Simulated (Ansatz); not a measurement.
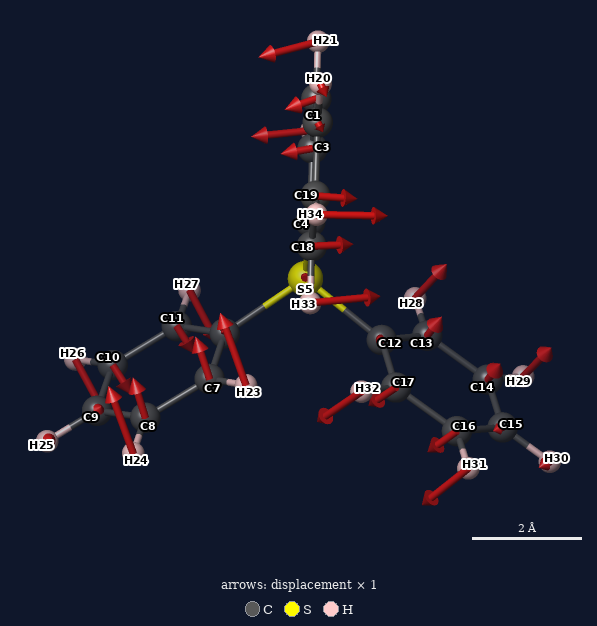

A relaxation of C18H15S (charge +1). The starting structure is drawn; red arrows show the displacements, at their true length. The two geometries are superimposed by the best rigid fit.

A ball-and-stick model, seen at a tilt.

The start comes from GFN2-xTB.

Computed with RKS PBE0-D4/def2-TZVP (Ansatz 0.2.0). Set-up: force threshold 0.005 eV/Å; at most 150 steps.

### What did the optimiser do to the structure, and how much energy did it gain?

Over 23 geometry steps the energy falls by 7.01 kcal/mol. The largest force component goes from 1.4 to 0.0028 eV/Å. The largest moves after the best rigid fit, 1.44 Å, are those of H atoms. Largest moves by element: H 1.44 Å, C 0.84 Å, S 0.13 Å. Some distances before and after: C–S 1.811 → 1.769 Å, C–H 1.079 → 1.084 Å. Bond angles that change, for instance: S–C–C 125.7° → 122.1°, S–C–C 113.3° → 115.7°. Groups turn about C–S by about 35°, C–S by about 35°, C–S by about 35°. The run took about 60 s of wall time on a shared GPU.
